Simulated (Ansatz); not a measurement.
# Cl− with BF3: structure and interaction energy

How do Cl− and BF3 sit together, how strongly do they interact, and which methods get it right?

Computed with Ansatz 0.2.0, Gaussian basis. Level: PBE0-D4 structure, single points in def2-TZVPPD.

Levels: PBE-D4, revPBE-D4, BLYP-D4, r2SCAN-D4, B97M-V, PBE0-D4, B3LYP-D4, HSE06-D4, wB97X-V, wB97M-V, B2PLYP, Hartree-Fock, MP2, CCSD, CCSD(T). The reference is CCSD(T) extrapolated to the basis limit.

Correlated methods freeze the cores. B3LYP uses VWN-RPA correlation. B2PLYP carries no dispersion term here.

163 further runs of the same task are left out: 163 set aside as unsound or not needed. Runs told in other sessions of the task aren't counted.

**1. Where the work starts**

The pair, from a GFN2-xTB docking trial: 5 atoms, charge -1, spin multiplicity 1.

Atoms are counted from 1 here; the program's logs count them from 0.

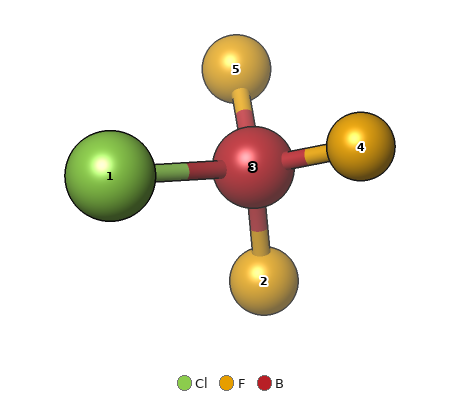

Start geometry, drawn with chlorine green, fluorine amber, boron red; atoms are numbered from 1 in the order of the file.

As a file:

| atom | x (Å) | y (Å) | z (Å) |
| --- | --- | --- | --- |
| Cl1 | -0.1664 | -0.0826 | -1.7715 |
| F2 | -0.6091 | 1.1502 | 0.5578 |
| B3 | 0.0135 | 0.0047 | 0.1075 |
| F4 | 1.3455 | 0.0339 | 0.4424 |
| F5 | -0.5835 | -1.1062 | 0.6639 |

Atoms 1 to 1 are fragment A (Cl−), the rest fragment B (BF3).

**2. A first relaxation in a small basis**

File pre/in.yaml:

```yaml
crystal:
  periodic: [false, false, false]
  atoms:
    - {symbol: Cl, position_ang: [-0.166400, -0.082600, -1.771500]}
    - {symbol: F, position_ang: [-0.609100, 1.150200, 0.557800]}
    - {symbol: B, position_ang: [0.013500, 0.004700, 0.107500]}
    - {symbol: F, position_ang: [1.345500, 0.033900, 0.442400]}
    - {symbol: F, position_ang: [-0.583500, -1.106200, 0.663900]}
basis:
  gaussian: {orbitals: def2-SVPD}
total_charge: -1
hamiltonian: {xc: pbe, dispersion: d4}
relax: {f_tol: 0.03, max_steps: 250}
```

The run is started by

```
> ansatz run in.yaml --threads 4 --pin off --events-out ev --progress --plain --max-ram 9574MiB
```

The program printed (excerpt; [...] marks lines left out):

```text
Functional definition: PBE
  name "PBE"
  cite "Perdew, Burke & Ernzerhof, Phys. Rev. Lett. 77, 3865 (1996) doi:10.1103/PhysRevLett.77.3865"
  parent pbe
[...]
990 factors; their error is unknown
[...]
mean field -21334.04485724 eV, -784.0116877685 hartree, gradient 2.8e-5 eV, S^2 0.000000; 0 other end points of the search recorded, 0 dependent functions left out
[...]
reference -21334.04489717 eV, -784.0116892359 hartree; 25, 25 occupied and 91, 91 virtual orbitals, 990 factors
relax step   1: F+E_penalty+E_count = -21334.14669012 eV  Δ(F+E_penalty+E_count) = +0.000e0 eV  max|allowed force component| = 1.399e0 eV/Å  Δτ_max = 0.0000 Å  (23 SCF iters, accepted)
[...]
reference -21334.13874704 eV, -784.0151381553 hartree; 25, 25 occupied and 91, 91 virtual orbitals, 990 factors
Total energy: -21334.23948802 eV, -784.0188403177 hartree
Atom 0 at    -0.165253    -0.085791    -1.818549 Å, force    -0.000257    -0.000112    -0.002570 eV/Å
Atom 1 at    -0.627125     1.178752     0.568463 Å, force     0.001490    -0.002214     0.001665 eV/Å
Atom 2 at     0.012269     0.006372     0.135067 Å, force    -0.000179    -0.000075    -0.002548 eV/Å
Atom 3 at     1.382475     0.035119     0.439787 Å, force    -0.002470     0.000063     0.001960 eV/Å
Atom 4 at    -0.602366    -1.134452     0.675332 Å, force     0.001416     0.002338     0.001493 eV/Å
Dipole moment:     0.005906     0.003070     0.065026 e Å
```

It took 2 s on 4 threads of Intel Xeon 6975P-C, shared host.

Step by step:

| step | energy from step 1 (eV) | largest force component (eV/Å) |
| --- | --- | --- |
| 1 | 0.0000 | 1.3992 |
| 2 | -0.0732 | 0.5524 |
| 3 | -0.0926 | 0.0627 |
| 4 | -0.0928 | 0.0026 |

Distances of close pairs at the start and the end, largest changes first:

| bond | before (Å) | after (Å) | change (Å) |
| --- | --- | --- | --- |
| Cl1–B3 | 1.890 | 1.964 | +0.074 |
| B3–F4 | 1.374 | 1.404 | +0.030 |
| B3–F5 | 1.378 | 1.404 | +0.026 |
| F2–B3 | 1.379 | 1.404 | +0.025 |

**3. Relaxation at PBE0-D4**

File relax/in.yaml:

```yaml
crystal:
  periodic: [false, false, false]
  atoms:
    - {symbol: Cl, position_ang: [-0.165253, -0.085791, -1.818549]}
    - {symbol: F, position_ang: [-0.627125, 1.178752, 0.568463]}
    - {symbol: B, position_ang: [0.012269, 0.006372, 0.135067]}
    - {symbol: F, position_ang: [1.382475, 0.035119, 0.439787]}
    - {symbol: F, position_ang: [-0.602366, -1.134452, 0.675332]}
basis:
  gaussian: {orbitals: def2-TZVPD}
total_charge: -1
hamiltonian: {xc: pbe0, dispersion: d4}
relax: {f_tol: 0.005, max_steps: 200}
```

The run is started by

```
> ansatz run in.yaml --threads 4 --pin off --events-out ev --progress --plain --max-ram 9574MiB
```

The program printed (excerpt; [...] marks lines left out):

```text
Functional definition: PBE0
  name "PBE0"
  cite "Adamo & Barone, J. Chem. Phys. 110, 6158 (1999) doi:10.1063/1.478522"
[... 2 set-up lines as earlier in the session ...]
[...]
1064 factors; their error is unknown
[...]
mean field -21349.36772773 eV, -784.5747928728 hartree, gradient 6.3e-6 eV, S^2 0.000000; 0 other end points of the search recorded, 0 dependent functions left out
[...]
Atom 1 at    -0.618525     1.162980     0.562646 Å, force    -0.000806     0.001114    -0.001272 eV/Å
Atom 2 at     0.012406     0.006442     0.136568 Å, force    -0.000042    -0.000018    -0.000381 eV/Å
Atom 3 at     1.364042     0.034732     0.435691 Å, force     0.001243    -0.000052    -0.001404 eV/Å
Atom 4 at    -0.594099    -1.119102     0.668078 Å, force    -0.000780    -0.001243    -0.001163 eV/Å
Dipole moment:     0.006698     0.003477     0.073704 e Å
```

Run time: 8 s. Hardware: 4 threads of Intel Xeon 6975P-C, shared host; peak memory 0.51 GiB.

Along the way:

| step | energy from step 1 (eV) | largest force component (eV/Å) |
| --- | --- | --- |
| 1 | 0.0000 | 0.7327 |
| 2 | -0.0205 | 0.3084 |
| 3 | -0.0244 | 0.0405 |
| 4 | -0.0245 | 0.0198 |
| 5 | -0.0245 | 0.0042 |

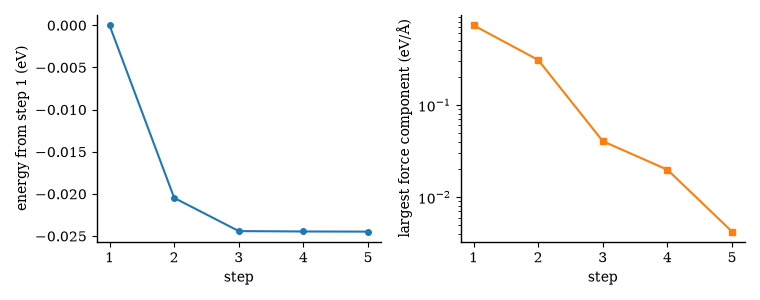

Energy and force, step by step.

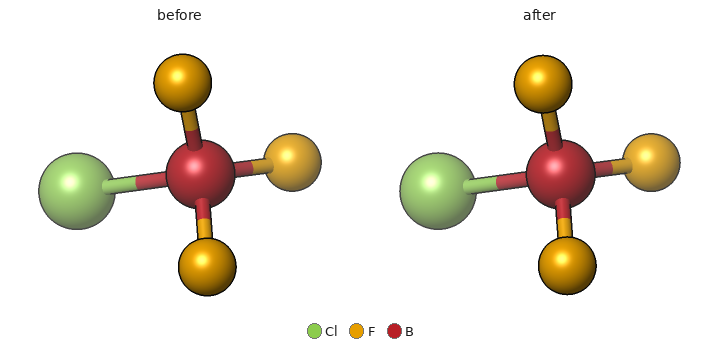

The geometry before (left) and after (right).

Close pairs (by a distance rule), those that changed most:

| bond | before (Å) | after (Å) | change (Å) |
| --- | --- | --- | --- |
| B3–F4 | 1.404 | 1.385 | -0.019 |
| B3–F5 | 1.404 | 1.385 | -0.019 |
| F2–B3 | 1.404 | 1.385 | -0.019 |
| Cl1–B3 | 1.964 | 1.950 | -0.014 |

The shortest distance between the fragments is Cl1–B3, 1.95 Å.

Counterpoise needs three runs a level at this geometry: the pair (ab), and each fragment in the basis of the whole pair, with ghost atoms in place of the other (a, b).

**4. wB97X-V/def2-TZVPPD**

File ab/in.yaml:

```yaml
crystal:
  periodic: [false, false, false]
  atoms:
    - {symbol: Cl, position_ang: [-0.163824, -0.085051, -1.802883]}
    - {symbol: F, position_ang: [-0.618525, 1.162980, 0.562646]}
    - {symbol: B, position_ang: [0.012406, 0.006442, 0.136568]}
    - {symbol: F, position_ang: [1.364042, 0.034732, 0.435691]}
    - {symbol: F, position_ang: [-0.594099, -1.119102, 0.668078]}
basis:
  gaussian: {orbitals: "def2-TZVPPD.json"}
total_charge: -1
hamiltonian: {xc: {name: wB97X-V}}
```

File a/in.yaml:

```yaml
crystal:
  periodic: [false, false, false]
  atoms:
    - {symbol: Cl, position_ang: [-0.163824, -0.085051, -1.802883]}
basis:
  gaussian:
    orbitals: "def2-TZVPPD.json"
    ghost_atoms:
      - {symbol: F, position_ang: [-0.618525, 1.162980, 0.562646]}
      - {symbol: B, position_ang: [0.012406, 0.006442, 0.136568]}
      - {symbol: F, position_ang: [1.364042, 0.034732, 0.435691]}
      - {symbol: F, position_ang: [-0.594099, -1.119102, 0.668078]}
total_charge: -1
hamiltonian: {xc: {name: wB97X-V}}
```

File b/in.yaml:

```yaml
crystal:
  periodic: [false, false, false]
  atoms:
    - {symbol: F, position_ang: [-0.618525, 1.162980, 0.562646]}
    - {symbol: B, position_ang: [0.012406, 0.006442, 0.136568]}
    - {symbol: F, position_ang: [1.364042, 0.034732, 0.435691]}
    - {symbol: F, position_ang: [-0.594099, -1.119102, 0.668078]}
basis:
  gaussian:
    orbitals: "def2-TZVPPD.json"
    ghost_atoms:
      - {symbol: Cl, position_ang: [-0.163824, -0.085051, -1.802883]}
hamiltonian: {xc: {name: wB97X-V}}
```

The basis file named in the input lies beside it (Basis Set Exchange, JSON).

One command serves all of them, each in its own folder.

The run is started by

```
> ansatz run in.yaml --threads 4 --pin off --events-out ev --progress --plain --max-ram 9574MiB
```

Log of ab (excerpt; [...] marks lines left out):

```text
Functional definition: wB97X-V
  name "wB97X-V"
  cite "Mardirossian & Head-Gordon, Phys. Chem. Chem. Phys. 16, 9904 (2014) doi:10.1039/C3CP54374A"
  cite "Becke, J. Chem. Phys. 107, 8554 (1997) doi:10.1063/1.475007"
  cite "Vydrov & Van Voorhis, J. Chem. Phys. 133, 244103 (2010) doi:10.1063/1.3521275"
[...]
      + integral(e_c_pw_opposite_spin*poly(b97_u_opposite, cos0, cos1)) + vv10(b, c)
1083 factors; their error is unknown
275 factors; integrals over basis functions are off by at most 2.9e-5 eV
[...]
mean field -21357.43792673 eV, -784.8713672161 hartree, gradient 2.1e-5 eV, S^2 0.000000; 0 other end points of the search recorded, 0 dependent functions left out
reference -21357.43792390 eV, -784.8713671120 hartree; 25, 25 occupied and 183, 183 virtual orbitals, 1083 factors
Total energy: -21357.43792390 eV, -784.8713671120 hartree
```

Output in a (excerpt; [...] marks lines left out):

```text
[... 5 set-up lines as earlier in the session ...]
[...]
      + integral(e_c_pw_opposite_spin*poly(b97_u_opposite, cos0, cos1)) + vv10(b, c)
1044 factors; their error is unknown
271 factors; integrals over basis functions are off by at most 3.7e-5 eV
[...]
mean field -12523.03382664 eV, -460.2130047117 hartree, gradient 1.7e-5 eV, S^2 0.000000; 0 other end points of the search recorded, 0 dependent functions left out
reference -12523.03382393 eV, -460.2130046124 hartree; 9, 9 occupied and 199, 199 virtual orbitals, 1044 factors
Total energy: -12523.03382393 eV, -460.2130046124 hartree
```

Output in b (excerpt; [...] marks lines left out):

```text
[... 5 set-up lines as earlier in the session ...]
[...]
      + integral(e_c_pw_opposite_spin*poly(b97_u_opposite, cos0, cos1)) + vv10(b, c)
1079 factors; their error is unknown
268 factors; integrals over basis functions are off by at most 3.7e-5 eV
[...]
mean field -8831.32955341 eV, -324.5453749976 hartree, gradient 3.7e-6 eV, S^2 0.000000; 0 other end points of the search recorded, 0 dependent functions left out
reference -8831.32955081 eV, -324.5453749020 hartree; 16, 16 occupied and 192, 192 virtual orbitals, 1079 factors
Total energy: -8831.32955081 eV, -324.5453749020 hartree
```

They took 2.5 s (ab), 1.6 s (a), 1.7 s (b) on 4 threads of Intel Xeon 6975P-C, shared host; peak memory 0.64 GiB.

Interaction energy, ab − a − b: -3075 meV.

**5. wB97M-V/def2-TZVPPD**

Each input of step 4 (ab, a, b) changes in the same lines:

```diff
-hamiltonian: {xc: {name: wB97X-V}}
+hamiltonian: {xc: {name: wB97M-V}}
```

One command serves all of them, each in its own folder.

The run is started by

```
> ansatz run in.yaml --threads 4 --pin off --events-out ev --progress --plain --max-ram 9574MiB
```

Output in ab (excerpt; [...] marks lines left out):

```text
Functional definition: wB97M-V
  name "wB97M-V"
  cite "Mardirossian & Head-Gordon, J. Chem. Phys. 144, 214110 (2016) doi:10.1063/1.4952647"
[... 2 set-up lines as earlier in the session ...]
  # Of w^i u^j: cxij and so on, Table III.
[...]
  gx(w, u) = 1 - cx + cx01*u + cx10*w
[...]
      + integral(e_c_pw_mod_opposite_spin*gos(b97_w_opposite, b97_u_opposite)) + vv10(b, c)
1083 factors; their error is unknown
275 factors; integrals over basis functions are off by at most 2.9e-5 eV
[...]
mean field -21359.61916243 eV, -784.9515261494 hartree, gradient 2.5e-5 eV, S^2 0.000000; 0 other end points of the search recorded, 0 dependent functions left out
reference -21359.61922927 eV, -784.9515286057 hartree; 25, 25 occupied and 183, 183 virtual orbitals, 1083 factors
Total energy: -21359.61922927 eV, -784.9515286057 hartree
```

Output in a (excerpt; [...] marks lines left out):

```text
[... 5 set-up lines as earlier in the session ...]
  # Of w^i u^j: cxij and so on, Table III.
[...]
  gx(w, u) = 1 - cx + cx01*u + cx10*w
[...]
      + integral(e_c_pw_mod_opposite_spin*gos(b97_w_opposite, b97_u_opposite)) + vv10(b, c)
1044 factors; their error is unknown
271 factors; integrals over basis functions are off by at most 3.7e-5 eV
[...]
mean field -12524.31325264 eV, -460.2600227499 hartree, gradient 2.8e-5 eV, S^2 0.000000; 0 other end points of the search recorded, 0 dependent functions left out
reference -12524.31331834 eV, -460.2600251644 hartree; 9, 9 occupied and 199, 199 virtual orbitals, 1044 factors
Total energy: -12524.31331834 eV, -460.2600251644 hartree
```

Log of b (excerpt; [...] marks lines left out):

```text
[... 5 set-up lines as earlier in the session ...]
  # Of w^i u^j: cxij and so on, Table III.
[...]
  gx(w, u) = 1 - cx + cx01*u + cx10*w
[...]
      + integral(e_c_pw_mod_opposite_spin*gos(b97_w_opposite, b97_u_opposite)) + vv10(b, c)
1079 factors; their error is unknown
268 factors; integrals over basis functions are off by at most 3.7e-5 eV
[...]
mean field -8832.27619264 eV, -324.5801633475 hartree, gradient 5.5e-5 eV, S^2 0.000000; 0 other end points of the search recorded, 0 dependent functions left out
reference -8832.27625652 eV, -324.5801656952 hartree; 16, 16 occupied and 192, 192 virtual orbitals, 1079 factors
Total energy: -8832.27625652 eV, -324.5801656952 hartree
```

Wall times: 2.6 s (ab), 1.6 s (a), 1.9 s (b) on 4 threads of Intel Xeon 6975P-C, shared host; peak memory 0.65 GiB.

Interaction energy, ab − a − b: -3030 meV.

**6. B2PLYP/def2-TZVPPD**

Each input of step 5 (ab, a, b) changes in the same lines:

```diff
-hamiltonian: {xc: {name: wB97M-V}}
+hamiltonian: {xc: {name: B2PLYP}}
```

One command serves all of them, each in its own folder.

The run is started by

```
> ansatz run in.yaml --threads 4 --pin off --events-out ev --progress --plain --max-ram 9574MiB
```

Output in ab (excerpt; [...] marks lines left out):

```text
Functional definition: B2PLYP
  name "B2PLYP"
  cite "Grimme, J. Chem. Phys. 124, 034108 (2006) doi:10.1063/1.2148954"
  cite "Becke, Phys. Rev. A 38, 3098 (1988) doi:10.1103/PhysRevA.38.3098"
  cite "Lee, Yang & Parr, Phys. Rev. B 37, 785 (1988) doi:10.1103/PhysRevB.37.785"
[...]
1311 factors; integrals over basis functions are off by at most 1.1e-3 eV
[...]
mean field -21344.72572762 eV, -784.4042025151 hartree, gradient 9.0e-6 eV, S^2 0.000000; 0 other end points of the search recorded, 0 dependent functions left out
9 core orbitals not correlated: weight in the atoms' cores, before any rotation towards them, 1.000 or more for the frozen orbitals, at most 0.000 for the correlated occupied ones
reference -21344.72589468 eV, -784.4042086546 hartree; 16, 16 occupied and 183, 183 virtual orbitals, 1311 factors
second order -34.25396318 eV of doubles, -0.00000000 eV of singles
Total energy: -21353.97446474 eV, -784.7440873353 hartree
```

Output in a (excerpt; [...] marks lines left out):

```text
[... 5 set-up lines as earlier in the session ...]
[...]
1296 factors; integrals over basis functions are off by at most 1.1e-3 eV
[...]
mean field -12519.61708985 eV, -460.0874419507 hartree, gradient 2.0e-6 eV, S^2 0.000000; 0 other end points of the search recorded, 0 dependent functions left out
5 core orbitals not correlated: weight in the atoms' cores, before any rotation towards them, 1.000 or more for the frozen orbitals, at most 0.000 for the correlated occupied ones
reference -12519.61724064 eV, -460.0874474922 hartree; 4, 4 occupied and 199, 199 virtual orbitals, 1296 factors
second order -6.84946462 eV of doubles, -0.00000000 eV of singles
Total energy: -12521.46659609 eV, -460.1554100514 hartree
```

Output in b (excerpt; [...] marks lines left out):

```text
[... 5 set-up lines as earlier in the session ...]
[...]
1312 factors; integrals over basis functions are off by at most 1.1e-3 eV
[...]
mean field -8822.15051963 eV, -324.2080517279 hartree, gradient 5.3e-6 eV, S^2 0.000000; 0 other end points of the search recorded, 0 dependent functions left out
4 core orbitals not correlated: weight in the atoms' cores, before any rotation towards them, 1.000 or more for the frozen orbitals, at most 0.000 for the correlated occupied ones
reference -8822.15066876 eV, -324.2080572083 hartree; 12, 12 occupied and 192, 192 virtual orbitals, 1312 factors
second order -27.55511634 eV of doubles, -0.00000000 eV of singles
Total energy: -8829.59055017 eV, -324.4814678073 hartree
```

Wall times: 2.1 s (ab), 1.3 s (a), 1.6 s (b) on 4 threads of Intel Xeon 6975P-C, shared host; peak memory 0.52 GiB.

E(ab) − E(a) − E(b) = -2917 meV.

[end of part 1 of 3]
